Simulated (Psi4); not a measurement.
# CH4Se (SMILES C[SeH]): M06-2X/def2-SVPD

What is the vertical ionisation energy of CH4Se at M06-2X/def2-SVPD? 

Program for the calculation: Psi4 1.11.

1 further run of the same task is left out (set aside as unsound or not needed).

**1. Starting point**

CH4Se has 6 atoms, charge 0, and is taken as a singlet. SMILES: `C[SeH]`. The shape is that of a PBE0-D4/def2-TZVP optimisation.

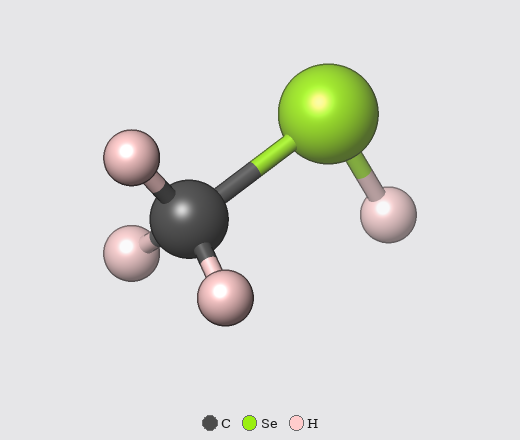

The structure, seen from a chosen angle (carbon dark grey, selenium green, hydrogen pink).

**2. A single-point energy at M06-2X/def2-SVPD**

calc.dat reads:

```
memory 1600 mb

molecule {
  0 1
  C     -0.134400    -0.353500    -0.393800
  Se     0.854300     0.256800     1.170700
  H     -1.197900    -0.413200    -0.174800
  H      0.243900    -1.350000    -0.617200
  H      0.051300     0.300400    -1.242700
  H      0.182800     1.559600     1.257800
  units angstrom
  symmetry c1
}

set {
  basis def2-SVPD
  reference rks
  puream true
  e_convergence 1e-09
  d_convergence 1e-08
  scf_type pk
  dft_radial_points 99
  dft_spherical_points 590
}

result, w = energy("m06-2x", return_wfn=True)
oeprop(w, "QUADRUPOLE", "MAYER_INDICES", "WIBERG_LOWDIN_INDICES", title="M06-2X")
```

Run with:

```
$ psi4 -i calc.dat -o calc.out -n 1
```

calc.out:

```text
[...]
  Running in c1 symmetry.
[...]
  Nuclear repulsion =  100.472744601353170
[...]
  Multiplicity = 1
[...]
  Nalpha       = 22
  Nbeta        = 22
[...]
    Number of basis functions: 93
[...]
   @RKS iter   1: -2441.11298903632769   -2.30095e+00   1.93199e-02 DIIS/ADIIS
[...]
   @RKS iter  10: -2441.73626244618345   -6.77574e-11   9.18286e-09 DIIS
[...]
    Orbital Energies [Eh]
    ---------------------
    Doubly Occupied:
       1A   -456.234765     2A    -58.844927     3A    -52.918642
       4A    -52.917875     5A    -52.916236     6A    -10.582752
       7A     -8.116785     8A     -6.058074     9A     -6.054703
      10A     -6.047189    11A     -2.328380    12A     -2.327320
      13A     -2.320289    14A     -2.317371    15A     -2.316319
      16A     -0.844897    17A     -0.713553    18A     -0.507260
      19A     -0.496778    20A     -0.435698    21A     -0.381027
      22A     -0.280392
[...]
  @RKS Final Energy: -2441.73626244618345
   => Energetics <=
    Nuclear Repulsion Energy =            100.4727446013531704
    One-Electron Energy =               -3597.5468871693319670
    Two-Electron Energy =                1099.7259768029864517
    DFT Exchange-Correlation Energy =     -44.3880966811909943
    Empirical Dispersion Energy =           0.0000000000000000
    VV10 Nonlocal Energy =                  0.0000000000000000
    Total Energy =                      -2441.7362624461839005
[...]
 Multipole Moments:
 ------------------------------------------------------------------------------------
     Multipole            Electronic (a.u.)      Nuclear  (a.u.)        Total (a.u.)
 ------------------------------------------------------------------------------------
 L = 1.  Multiply by 2.5417464519 to convert [e a0] to [Debye]
 Dipole X            :          4.7533435           -5.1333373           -0.3799939
 Dipole Y            :          1.5260611           -1.5188120            0.0072491
 Dipole Z            :          6.5789663           -7.0183588           -0.4393925
 Magnitude           :                                                    0.5809593
 L = 2.  Multiply by 1.3450342976 to convert [e a0^2] to [Debye ang]
 Quadrupole XX       :        -53.6343497           33.5978999          -20.0364498
 Quadrupole XY       :        -15.1514618           14.5165587           -0.6349030
[...]
```

Wall time 42 s (1 thread of Intel Xeon Platinum 8259CL at 2.50GHz (Skylake/Cascade Lake), shared host); peak memory 0.88 GiB.

**3. The doublet cation at the same level**

job.json reads:

```json
{
 "schema_name": "qcschema_input",
 "schema_version": 1,
 "molecule": {
  "schema_name": "qcschema_molecule",
  "schema_version": 2,
  "symbols": ["C", "Se", "H", "H", "H", "H"],
  "geometry": [-0.25397919, -0.66801819, -0.74417415, 1.61439303, 0.48528167, 2.21230237, -2.26370292, -0.78083483, -0.33032413, 0.4609042, -2.55113027, -1.16633896, 0.09694295, 0.56767373, -2.34836266, 0.34544194, 2.94721686, 2.37689752],
  "molecular_charge": 1,
  "molecular_multiplicity": 2,
  "fix_symmetry": "c1"
 },
 "driver": "energy",
 "model": {
  "method": "m06-2x",
  "basis": "def2-SVPD"
 },
 "keywords": {
  "reference": "uks",
  "puream": true,
  "e_convergence": 1e-09,
  "d_convergence": 1e-08,
  "scf_type": "pk",
  "dft_radial_points": 99,
  "dft_spherical_points": 590,
  "maxiter": 200,
  "scf_properties": ["QUADRUPOLE", "WIBERG_LOWDIN_INDICES", "LOWDIN_CHARGES"]
 }
}
```

Run with:

```
$ psi4 --qcschema job.json -n 1 --memory 1600MB
```

stdout:

```text
[...]
  Running in c1 symmetry.
[...]
  Nuclear repulsion =  100.472744672815082
[...]
  Multiplicity = 2
[...]
  Nalpha       = 22
  Nbeta        = 21
[...]
    Number of basis functions: 93
[...]
   @UKS iter   1: -2440.93967111178154   -2.12763e+00   1.81945e-02 DIIS/ADIIS
[...]
   @UKS iter  12: -2441.40680556462712   -9.54969e-12   6.52827e-09 DIIS
[...]
   @S^2 Observed:                7.555437607E-01
[...]
    Orbital Energies [Eh]
    ---------------------
    Alpha Occupied:
       1A   -456.572289     2A    -59.179957     3A    -53.256070
       4A    -53.252146     5A    -53.251323     6A    -10.816262
       7A     -8.451170     8A     -6.394871     9A     -6.385899
      10A     -6.382354    11A     -2.660463    12A     -2.658975
      13A     -2.655938    14A     -2.652231    15A     -2.650606
      16A     -1.130791    17A     -0.980215    18A     -0.756709
      19A     -0.735264    20A     -0.689867    21A     -0.658727
      22A     -0.605991
    Alpha Virtual:
      23A     -0.210415    24A     -0.177439    25A     -0.127897
[...]
  @UKS Final Energy: -2441.40680556462712
   => Energetics <=
    Nuclear Repulsion Energy =            100.4727446728150824
    One-Electron Energy =               -3584.1199785499075006
    Two-Electron Energy =                1086.4785131439050474
    DFT Exchange-Correlation Energy =     -44.2380848314402257
    Empirical Dispersion Energy =           0.0000000000000000
    VV10 Nonlocal Energy =                  0.0000000000000000
    Total Energy =                      -2441.4068055646271205
[...]
 Multipole Moments:
 ------------------------------------------------------------------------------------
     Multipole            Electronic (a.u.)      Nuclear  (a.u.)        Total (a.u.)
 ------------------------------------------------------------------------------------
 L = 1.  Multiply by 2.5417464519 to convert [e a0] to [Debye]
 Dipole X            :          4.5623716           -5.1333373           -0.5709658
 Dipole Y            :          1.6485449           -1.5188120            0.1297330
 Dipole Z            :          6.4376168           -7.0183588           -0.5807420
 Magnitude           :                                                    0.8246780
 L = 2.  Multiply by 1.3450342976 to convert [e a0^2] to [Debye ang]
 Quadrupole XX       :        -48.7791110           33.5978999          -15.1812111
 Quadrupole XY       :        -14.1643450           14.5165588            0.3522138
[...]
```

The result, in JSON:

```text
{
 "driver": "energy",
 "model": {
  "method": "m06-2x",
  "basis": "def2-SVPD"
 },
 "success": true,
 "return_result": -2441.406805564627,
 "properties": {
  "calcinfo_nbasis": 93,
  "calcinfo_nmo": 93,
  "calcinfo_nalpha": 22,
  "calcinfo_nbeta": 21,
  "calcinfo_natom": 6,
  "nuclear_repulsion_energy": 100.47274467281508,
  "return_energy": -2441.406805564627,
  "scf_one_electron_energy": -3584.1199785499075,
  "scf_two_electron_energy": 1086.478513143905,
  "scf_xc_energy": -44.238084831440226,
  "scf_dipole_moment": [-0.570965771189301, 0.12973295419644826, -0.5807419817324373],
  "scf_total_energy": -2441.406805564627,
  "scf_iterations": 12
 }
}
```

Run time: 86 s. Hardware: 1 thread of Intel Xeon Platinum 8259CL at 2.50GHz (Skylake/Cascade Lake), shared host; peak memory 0.89 GiB.

**4. Results**

At M06-2X/def2-SVPD:

| quantity | value |
| --- | --- |
| singlet CH4Se: total energy | -2441.73626 Eh |
| singlet CH4Se: dipole moment | 1.48 D |
| singlet CH4Se: HOMO energy | -7.63 eV |
| singlet CH4Se: LUMO energy | 0.32 eV |
| singlet CH4Se: HOMO–LUMO gap | 7.95 eV |
| doublet cation: total energy | -2441.40681 Eh |
| doublet cation: HOMO energy (highest over α and β) | -16.49 eV |
| doublet cation: LUMO energy (lowest over α and β) | -10.13 eV |
| doublet cation: ⟨S²⟩ | 0.756 |
| vertical ionisation energy (to the doublet cation) | 8.965 eV |

**Reading.** Removing an electron at fixed nuclei costs 8.96 eV (865 kJ/mol). The negative HOMO energy of the first species, 7.63 eV, lies 1.34 eV below that difference.
